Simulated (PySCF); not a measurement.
**Zr: excitation energy in aug-cc-pwCVTZ-PP with ECP28**

Wanted: the excitation energy of zirconium, up a ladder of methods.

The numbers are computed with PySCF 2.14.0 (unrestricted determinants in a Gaussian basis, no spin-orbit coupling in the energies), except any that are marked as measured or tabulated.

**1. Starting point**

* Element: zirconium (Z = 40)
* Basis: aug-cc-pwCVTZ-PP with ECP28MDF (8s8p7d4f3g, 122 functions)
* Hamiltonian: scalar relativity through the core potential
* State 1: Zr: [Kr] 4d2 5s1 5p1, one real determinant (an excited configuration)
* Needed too, but not shown: Zr [Kr] 4d2 5s2 (3F)
* Methods: UHF, LDA, PBE, PBE0, r2SCAN, HSE06, TPSSh, M06-L, MP2
* Core shells frozen in the correlated runs: valence: 4s2 4p6; valence and next inner shell: nothing (for Zr)

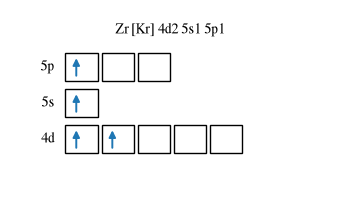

The shells outside the core, filled by Hund's rule for the drawing.

The runs were made by one driver on top of PySCF. The scripts below sum up each run's settings (the driver also hands on starting orbitals that pick excited configurations, and frozen orbitals as a list rather than a count), and the logs come from the driver's own runs. The driver starts from symmetry-adapted Hartree-Fock orbitals, holds the occupation by maximum overlap and uses a logarithmic radial grid for functionals, so a plain start would take other cycles.

The integrals over 122 functions and the set-up took 2.3 s of CPU time.

**2. Zr [Kr] 4d2 5s1 5p1**

UHF:

input.py reads:

```python
from pyscf import gto, scf, dft, mp, cc
import basis_set_exchange as bse
txt = bse.get_basis("aug-cc-pwCVTZ-PP", elements=["Zr"], fmt="nwchem", header=False)
cut = txt.index("\nECP")
mol = gto.M(atom="Zr 0 0 0", charge=0, spin=4, symmetry="D2h",
            basis=gto.basis.parse(txt[:cut]),
            ecp={"Zr": gto.basis.parse_ecp(txt[cut:])})
mf = scf.UHF(mol)
mf.irrep_nelec = {'Ag': (3, 1), 'B1g': (1, 0), 'B1u': (1, 1), 'B2u': (2, 1), 'B3u': (1, 1)}
mf.kernel()
```

Output:

```text
damping factor = 0
level_shift factor = 0
DIIS = <class 'pyscf.scf.diis.CDIIS'>
diis_start_cycle = 1
diis_space = 10
diis_damp = 0
SCF conv_tol = 1e-09
SCF conv_tol_grad = None
number electrons alpha = 8  beta = 4
cycle= 1 E= -46.2746244564911  delta_E= -0.00871  |g|= 0.033  |ddm|= 0.0831
cycle= 2 E= -46.2755216754159  delta_E= -0.000897  |g|= 0.0107  |ddm|= 0.0381
cycle= 3 E= -46.2758160123152  delta_E= -0.000294  |g|= 0.00446  |ddm|= 0.0323
cycle= 4 E= -46.2759670751997  delta_E= -0.000151  |g|= 0.00256  |ddm|= 0.0307
cycle= 5 E= -46.2760277571958  delta_E= -6.07e-05  |g|= 0.00129  |ddm|= 0.0248
cycle= 6 E= -46.2760399544649  delta_E= -1.22e-05  |g|= 0.000846  |ddm|= 0.0109
cycle= 7 E= -46.2760466125575  delta_E= -6.66e-06  |g|= 0.000636  |ddm|= 0.00786
cycle= 8 E= -46.2760539369135  delta_E= -7.32e-06  |g|= 0.000225  |ddm|= 0.0137
cycle= 9 E= -46.2760546434811  delta_E= -7.07e-07  |g|= 4.28e-05  |ddm|= 0.00517
cycle= 10 E= -46.2760546540056  delta_E= -1.05e-08  |g|= 7.73e-06  |ddm|= 0.00058
cycle= 11 E= -46.2760546541143  delta_E= -1.09e-10  |g|= 1.79e-06  |ddm|= 6.6e-05
converged SCF energy = -46.2760546541143  <S^2> = 6.0053431  2S+1 = 5.0021368
```

CPU time 5.4 s on a shared host, the integrals not counted.

Orbital energies by shell (radii are means over both spins):

```
shell  electrons  mean orbital energy (eV)  spread (eV)  rms radius (bohr)
 4s α          1                   -70.125            0               1.31
 4s β          1                   -67.715            0               1.31
 4p α          3                   -43.111        0.173               1.48
 4p β          3                   -39.976        0.251               1.48
 4d α          2                    -9.845        0.164               2.39
 5s α          1                    -8.094            0               4.04
 5p α          1                    -4.576            0               5.12
```

⟨S²⟩ = 6.005, ⟨L²⟩ = 14.07.

⟨L²⟩ = 14.07 against 20 for a pure G term, so this real determinant mixes terms. Energies and moments cover only the electrons outside the core potential.

LDA:

input.py, as changed from the run before:

```diff
@@ -7,3 +7,3 @@
             ecp={"Zr": gto.basis.parse_ecp(txt[cut:])})
-mf = scf.UHF(mol)
+mf = dft.UKS(mol, xc="LDA,VWN")
 mf.irrep_nelec = {'Ag': (3, 1), 'B1g': (1, 0), 'B1u': (1, 1), 'B2u': (2, 1), 'B3u': (1, 1)}
```

Output:

```text
damping factor = 0
level_shift factor = 0
DIIS = <class 'pyscf.scf.diis.CDIIS'>
diis_start_cycle = 1
diis_space = 10
diis_damp = 0
SCF conv_tol = 1e-09
SCF conv_tol_grad = None
number electrons alpha = 8  beta = 4
XC functionals = LDA,VWN
    P. A. M. Dirac.,  Math. Proc. Cambridge Philos. Soc. 26, 376 (1930)
    F. Bloch.,  Z. Phys. 57, 545 (1929)
    S. H. Vosko, L. Wilk, and M. Nusair.,  Can. J. Phys. 58, 1200 (1980)
cycle= 1 E= -46.5407706056692  delta_E= -0.00467  |g|= 0.0388  |ddm|= 0.424
cycle= 2 E= -46.5400502495871  delta_E= 0.00072  |g|= 0.0464  |ddm|= 0.416
cycle= 3 E= -46.5416607606751  delta_E= -0.00161  |g|= 0.00509  |ddm|= 0.269
cycle= 4 E= -46.5416720578933  delta_E= -1.13e-05  |g|= 0.00183  |ddm|= 0.0114
cycle= 5 E= -46.5416735608613  delta_E= -1.5e-06  |g|= 0.000586  |ddm|= 0.00588
cycle= 6 E= -46.5416737759626  delta_E= -2.15e-07  |g|= 0.00017  |ddm|= 0.00171
cycle= 7 E= -46.5416737912471  delta_E= -1.53e-08  |g|= 1.3e-05  |ddm|= 0.000518
cycle= 8 E= -46.5416737913312  delta_E= -8.41e-11  |g|= 1.58e-06  |ddm|= 3.4e-05
converged SCF energy = -46.5416737913312  <S^2> = 6.0003397  2S+1 = 5.0001359
```

CPU time 1.5 s on a shared host, the integrals not counted.

PBE:

input.py, as changed from the run before:

```diff
@@ -7,3 +7,3 @@
             ecp={"Zr": gto.basis.parse_ecp(txt[cut:])})
-mf = dft.UKS(mol, xc="LDA,VWN")
+mf = dft.UKS(mol, xc="PBE")
 mf.irrep_nelec = {'Ag': (3, 1), 'B1g': (1, 0), 'B1u': (1, 1), 'B2u': (2, 1), 'B3u': (1, 1)}
```

Output:

```text
damping factor = 0
level_shift factor = 0
DIIS = <class 'pyscf.scf.diis.CDIIS'>
diis_start_cycle = 1
diis_space = 10
diis_damp = 0
SCF conv_tol = 1e-09
SCF conv_tol_grad = None
number electrons alpha = 8  beta = 4
XC functionals = PBE
    J. P. Perdew, K. Burke, and M. Ernzerhof.,  Phys. Rev. Lett. 77, 3865 (1996)
    J. P. Perdew, K. Burke, and M. Ernzerhof.,  Phys. Rev. Lett. 78, 1396 (1997)
    J. P. Perdew, K. Burke, and M. Ernzerhof.,  Phys. Rev. Lett. 77, 3865 (1996)
    J. P. Perdew, K. Burke, and M. Ernzerhof.,  Phys. Rev. Lett. 78, 1396 (1997)
cycle= 1 E= -46.6844737591067  delta_E= -0.00537  |g|= 0.0254  |ddm|= 0.451
cycle= 2 E= -46.6846236247017  delta_E= -0.00015  |g|= 0.0157  |ddm|= 0.123
cycle= 3 E= -46.6847641339901  delta_E= -0.000141  |g|= 0.00288  |ddm|= 0.0457
cycle= 4 E= -46.684768829397  delta_E= -4.7e-06  |g|= 0.00123  |ddm|= 0.0113
cycle= 5 E= -46.6847694503421  delta_E= -6.21e-07  |g|= 0.000345  |ddm|= 0.00327
cycle= 6 E= -46.6847695272706  delta_E= -7.69e-08  |g|= 7.6e-05  |ddm|= 0.00134
cycle= 7 E= -46.6847695301225  delta_E= -2.85e-09  |g|= 2.01e-06  |ddm|= 0.000217
cycle= 8 E= -46.6847695301286  delta_E= -6.08e-12  |g|= 4.78e-07  |ddm|= 2.31e-05
converged SCF energy = -46.6847695301286  <S^2> = 6.0007961  2S+1 = 5.0003184
```

CPU time 2.2 s on a shared host, the integrals not counted.

PBE0:

input.py, as changed from the run before:

```diff
@@ -7,3 +7,3 @@
             ecp={"Zr": gto.basis.parse_ecp(txt[cut:])})
-mf = dft.UKS(mol, xc="PBE")
+mf = dft.UKS(mol, xc="PBE0")
 mf.irrep_nelec = {'Ag': (3, 1), 'B1g': (1, 0), 'B1u': (1, 1), 'B2u': (2, 1), 'B3u': (1, 1)}
```

Output:

```text
damping factor = 0
level_shift factor = 0
DIIS = <class 'pyscf.scf.diis.CDIIS'>
diis_start_cycle = 1
diis_space = 10
diis_damp = 0
SCF conv_tol = 1e-09
SCF conv_tol_grad = None
number electrons alpha = 8  beta = 4
XC functionals = PBE0
    C. Adamo and V. Barone.,  J. Chem. Phys. 110, 6158 (1999)
    M. Ernzerhof and G. E. Scuseria.,  J. Chem. Phys. 110, 5029 (1999)
cycle= 1 E= -46.6752165725013  delta_E= -0.00458  |g|= 0.015  |ddm|= 0.302
cycle= 2 E= -46.6754403055952  delta_E= -0.000224  |g|= 0.00737  |ddm|= 0.0821
cycle= 3 E= -46.6755052119356  delta_E= -6.49e-05  |g|= 0.00263  |ddm|= 0.0294
cycle= 4 E= -46.6755521917285  delta_E= -4.7e-05  |g|= 0.00185  |ddm|= 0.027
cycle= 5 E= -46.67559746626  delta_E= -4.53e-05  |g|= 0.000905  |ddm|= 0.0333
cycle= 6 E= -46.6756118271095  delta_E= -1.44e-05  |g|= 0.000294  |ddm|= 0.0262
cycle= 7 E= -46.6756125536932  delta_E= -7.27e-07  |g|= 0.000135  |ddm|= 0.00526
cycle= 8 E= -46.6756126943785  delta_E= -1.41e-07  |g|= 8.16e-05  |ddm|= 0.00127
cycle= 9 E= -46.6756127692676  delta_E= -7.49e-08  |g|= 8.69e-06  |ddm|= 0.00185
cycle= 10 E= -46.6756127702729  delta_E= -1.01e-09  |g|= 1.59e-06  |ddm|= 0.000203
cycle= 11 E= -46.6756127702786  delta_E= -5.71e-12  |g|= 1.43e-07  |ddm|= 1.35e-05
converged SCF energy = -46.6756127702786  <S^2> = 6.0014555  2S+1 = 5.0005822
```

CPU time 5.2 s on a shared host, the integrals not counted.

r2SCAN:

input.py, as changed from the run before:

```diff
@@ -7,3 +7,3 @@
             ecp={"Zr": gto.basis.parse_ecp(txt[cut:])})
-mf = dft.UKS(mol, xc="PBE0")
+mf = dft.UKS(mol, xc="R2SCAN")
 mf.irrep_nelec = {'Ag': (3, 1), 'B1g': (1, 0), 'B1u': (1, 1), 'B2u': (2, 1), 'B3u': (1, 1)}
```

Output:

```text
damping factor = 0
level_shift factor = 0
DIIS = <class 'pyscf.scf.diis.CDIIS'>
diis_start_cycle = 1
diis_space = 10
diis_damp = 0
SCF conv_tol = 1e-09
SCF conv_tol_grad = None
number electrons alpha = 8  beta = 4
XC functionals = R2SCAN
    J. W. Furness, A. D. Kaplan, J. Ning, J. P. Perdew, and J. Sun.,  J. Phys. Chem. Lett. 11, 8208-8215 (2020)
    J. W. Furness, A. D. Kaplan, J. Ning, J. P. Perdew, and J. Sun.,  J. Phys. Chem. Lett. 11, 9248-9248 (2020)
    J. W. Furness, A. D. Kaplan, J. Ning, J. P. Perdew, and J. Sun.,  J. Phys. Chem. Lett. 11, 8208-8215 (2020)
    J. W. Furness, A. D. Kaplan, J. Ning, J. P. Perdew, and J. Sun.,  J. Phys. Chem. Lett. 11, 9248-9248 (2020)
cycle= 1 E= -46.7073485324577  delta_E= -0.00659  |g|= 0.0183  |ddm|= 0.393
cycle= 2 E= -46.7074953721988  delta_E= -0.000147  |g|= 0.0095  |ddm|= 0.0557
cycle= 3 E= -46.7075483846294  delta_E= -5.3e-05  |g|= 0.00269  |ddm|= 0.0305
cycle= 4 E= -46.7075565410568  delta_E= -8.16e-06  |g|= 0.00109  |ddm|= 0.0125
cycle= 5 E= -46.7075580270295  delta_E= -1.49e-06  |g|= 0.000511  |ddm|= 0.00477
cycle= 6 E= -46.7075587766323  delta_E= -7.5e-07  |g|= 9.62e-05  |ddm|= 0.00576
cycle= 7 E= -46.7075587949958  delta_E= -1.84e-08  |g|= 1.2e-05  |ddm|= 0.00096
cycle= 8 E= -46.7075587952321  delta_E= -2.36e-10  |g|= 2.11e-06  |ddm|= 9.07e-05
converged SCF energy = -46.7075587952321  <S^2> = 6.00171  2S+1 = 5.000684
```

It used 4.7 s of CPU time after the integrals (shared host).

HSE06:

input.py, as changed from the run before:

```diff
@@ -7,3 +7,3 @@
             ecp={"Zr": gto.basis.parse_ecp(txt[cut:])})
-mf = dft.UKS(mol, xc="R2SCAN")
+mf = dft.UKS(mol, xc="HSE06")
 mf.irrep_nelec = {'Ag': (3, 1), 'B1g': (1, 0), 'B1u': (1, 1), 'B2u': (2, 1), 'B3u': (1, 1)}
```

Output:

```text
damping factor = 0
level_shift factor = 0
DIIS = <class 'pyscf.scf.diis.CDIIS'>
diis_start_cycle = 1
diis_space = 10
diis_damp = 0
SCF conv_tol = 1e-09
SCF conv_tol_grad = None
number electrons alpha = 8  beta = 4
XC functionals = HSE06
    J. Heyd, G. E. Scuseria, and M. Ernzerhof.,  J. Chem. Phys. 118, 8207 (2003)
    J. Heyd, G. E. Scuseria, and M. Ernzerhof.,  J. Chem. Phys. 124, 219906 (2006)
    A. V. Krukau, O. A. Vydrov, A. F. Izmaylov, and G. E. Scuseria.,  J. Chem. Phys. 125, 224106 (2006)
cycle= 1 E= -46.6753693912649  delta_E= -0.00454  |g|= 0.0154  |ddm|= 0.286
cycle= 2 E= -46.675545762703  delta_E= -0.000176  |g|= 0.00854  |ddm|= 0.0844
cycle= 3 E= -46.6756091211279  delta_E= -6.34e-05  |g|= 0.00249  |ddm|= 0.025
cycle= 4 E= -46.6756428589627  delta_E= -3.37e-05  |g|= 0.00166  |ddm|= 0.0238
cycle= 5 E= -46.67566691441  delta_E= -2.41e-05  |g|= 0.000643  |ddm|= 0.026
cycle= 6 E= -46.6756721909857  delta_E= -5.28e-06  |g|= 0.000108  |ddm|= 0.0174
cycle= 7 E= -46.6756722472116  delta_E= -5.62e-08  |g|= 3.68e-05  |ddm|= 0.0016
cycle= 8 E= -46.6756722518556  delta_E= -4.64e-09  |g|= 2.04e-05  |ddm|= 0.000282
cycle= 9 E= -46.6756722543208  delta_E= -2.47e-09  |g|= 2.06e-06  |ddm|= 0.000325
cycle= 10 E= -46.6756722543662  delta_E= -4.54e-11  |g|= 3.03e-07  |ddm|= 5.24e-05
converged SCF energy = -46.6756722543662  <S^2> = 6.0014344  2S+1 = 5.0005737
```

CPU time 8.4 s on a shared host, the integrals not counted.

TPSSh:

input.py, as changed from the run before:

```diff
@@ -7,3 +7,3 @@
             ecp={"Zr": gto.basis.parse_ecp(txt[cut:])})
-mf = dft.UKS(mol, xc="HSE06")
+mf = dft.UKS(mol, xc="TPSSH")
 mf.irrep_nelec = {'Ag': (3, 1), 'B1g': (1, 0), 'B1u': (1, 1), 'B2u': (2, 1), 'B3u': (1, 1)}
```

Output:

```text
damping factor = 0
level_shift factor = 0
DIIS = <class 'pyscf.scf.diis.CDIIS'>
diis_start_cycle = 1
diis_space = 10
diis_damp = 0
SCF conv_tol = 1e-09
SCF conv_tol_grad = None
number electrons alpha = 8  beta = 4
XC functionals = TPSSH
    V. N. Staroverov, G. E. Scuseria, J. Tao, and J. P. Perdew.,  J. Chem. Phys. 119, 12129 (2003)
cycle= 1 E= -46.6709813989136  delta_E= -0.00575  |g|= 0.0173  |ddm|= 0.337
cycle= 2 E= -46.6711713076832  delta_E= -0.00019  |g|= 0.00848  |ddm|= 0.114
cycle= 3 E= -46.6712246770373  delta_E= -5.34e-05  |g|= 0.00282  |ddm|= 0.0316
cycle= 4 E= -46.6712429638017  delta_E= -1.83e-05  |g|= 0.00127  |ddm|= 0.0228
cycle= 5 E= -46.671249855185  delta_E= -6.89e-06  |g|= 0.000448  |ddm|= 0.0135
cycle= 6 E= -46.6712512550782  delta_E= -1.4e-06  |g|= 6.2e-05  |ddm|= 0.00827
cycle= 7 E= -46.6712512678886  delta_E= -1.28e-08  |g|= 1.99e-05  |ddm|= 0.000708
cycle= 8 E= -46.6712512699271  delta_E= -2.04e-09  |g|= 9.75e-06  |ddm|= 0.000214
cycle= 9 E= -46.6712512703983  delta_E= -4.71e-10  |g|= 8.04e-07  |ddm|= 0.000141
converged SCF energy = -46.6712512703983  <S^2> = 6.0016248  2S+1 = 5.0006499
```

It used 7 s of CPU time after the integrals (shared host).

M06-L:

input.py, as changed from the run before:

```diff
@@ -7,3 +7,3 @@
             ecp={"Zr": gto.basis.parse_ecp(txt[cut:])})
-mf = dft.UKS(mol, xc="TPSSH")
+mf = dft.UKS(mol, xc="M06L")
 mf.irrep_nelec = {'Ag': (3, 1), 'B1g': (1, 0), 'B1u': (1, 1), 'B2u': (2, 1), 'B3u': (1, 1)}
```

Output:

```text
damping factor = 0
level_shift factor = 0
DIIS = <class 'pyscf.scf.diis.CDIIS'>
diis_start_cycle = 1
diis_space = 10
diis_damp = 0
SCF conv_tol = 1e-09
SCF conv_tol_grad = None
number electrons alpha = 8  beta = 4
XC functionals = M06L
    Y. Zhao and D. G. Truhlar.,  J. Chem. Phys. 125, 194101 (2006)
    Y. Zhao and D. G. Truhlar.,  J. Chem. Phys. 125, 194101 (2006)
    Y. Zhao and D. G. Truhlar.,  Theor. Chem. Acc. 120, 215 (2008)
cycle= 1 E= -46.6663695655953  delta_E= -0.0085  |g|= 0.0301  |ddm|= 1.58
cycle= 2 E= -46.6668421613458  delta_E= -0.000473  |g|= 0.016  |ddm|= 0.508
cycle= 3 E= -46.6669961378226  delta_E= -0.000154  |g|= 0.00472  |ddm|= 0.0721
cycle= 4 E= -46.6670261070789  delta_E= -3e-05  |g|= 0.00133  |ddm|= 0.13
cycle= 5 E= -46.6670296072717  delta_E= -3.5e-06  |g|= 0.00055  |ddm|= 0.0148
cycle= 6 E= -46.6670303812519  delta_E= -7.74e-07  |g|= 0.00036  |ddm|= 0.00777
cycle= 7 E= -46.6670305309318  delta_E= -1.5e-07  |g|= 0.000137  |ddm|= 0.00233
cycle= 8 E= -46.6670305964116  delta_E= -6.55e-08  |g|= 5.29e-05  |ddm|= 0.00212
cycle= 9 E= -46.6670306040209  delta_E= -7.61e-09  |g|= 1.87e-05  |ddm|= 0.000985
cycle= 10 E= -46.6670306045061  delta_E= -4.85e-10  |g|= 1.06e-05  |ddm|= 0.000317
converged SCF energy = -46.6670306045061  <S^2> = 6.0021081  2S+1 = 5.0008432
```

It used 5.7 s of CPU time after the integrals (shared host).

MP2 (valence):

input.py, as changed from the run before:

```diff
@@ -7,4 +7,5 @@
             ecp={"Zr": gto.basis.parse_ecp(txt[cut:])})
-mf = dft.UKS(mol, xc="M06L")
+mf = scf.UHF(mol)
 mf.irrep_nelec = {'Ag': (3, 1), 'B1g': (1, 0), 'B1u': (1, 1), 'B2u': (2, 1), 'B3u': (1, 1)}
 mf.kernel()
+mp.UMP2(mf, frozen=4).kernel()
```

This step left no log, only its results.

CPU time 0.39 s on a shared host, the integrals not counted.

With 4 electrons correlated, the MP2 correlation energy is -0.01751 hartree (-0.01751 same spin, 0.00000 opposite spin); the SCS form gives -0.00584. Largest pairs of shells: 4d-5s -0.0068, 4d-5p -0.0048, 4d-4d -0.0041, 5s-5p -0.0017, 5p-5p 0.0000.

**3. Zr [Kr] 4d2 5s1 5p1, continued**

MP2 (valence and next inner shell):

input.py: that of step 2 with these lines changed.

```diff
@@ -10,2 +10,2 @@
 mf.kernel()
-mp.UMP2(mf, frozen=4).kernel()
+mp.UMP2(mf, frozen=0).kernel()
```

This step left no log, only its results.

CPU time 1.4 s on a shared host, the integrals not counted.

With 12 electrons correlated, the MP2 correlation energy is -0.31527 hartree (-0.09106 same spin, -0.22421 opposite spin); the SCS form gives -0.29940. Largest pairs of shells: 4p-4p -0.1396, 4p-4d -0.0691, 4s-4p -0.0481, 4p-5s -0.0146, 4s-4d -0.0097.

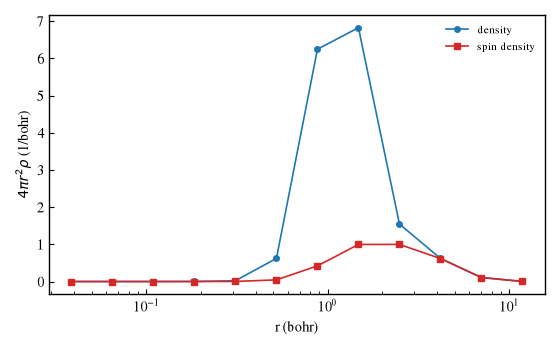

Radial density 4πr²ρ of Zr at UHF, the electrons outside the core potential, at 12 stored radii joined by straight lines.

**4. The energy differences**

Excitation energy: Zr [Kr] 4d2 5s2 (3F) → Zr [Kr] 4d2 5s1 5p1 (high-spin determinant).

```
                                method  value (eV)
                                   UHF       0.825
                                   LDA       2.130
                                   PBE       1.908
                                  PBE0       1.753
                                r2SCAN       1.585
                                 HSE06       1.776
                                 TPSSh       1.789
                                 M06-L       2.471
                         MP2 (valence)       1.636
                     SCS-MP2 (valence)       1.920
    MP2 (valence and next inner shell)       1.914
SCS-MP2 (valence and next inner shell)       2.103
```

The determinant of Zr mixes LS terms, which raises its energy at the Hartree-Fock and MP2 levels.

The differences also use runs on Zr [Kr] 4d2 5s2 (3F), which are not shown here.

**5. What came out**

| quantity | value |
| --- | --- |
| excitation energy, Zr → [Kr] 4d2 5s1 5p1 | UHF 0.825, MP2 (valence and next inner shell) 1.914 eV |

In words: The methods span 1.646 eV, from UHF (0.825) to M06-L (2.471). No reference value is at hand in this session. All values hold for this basis alone; no basis-set limit was taken.
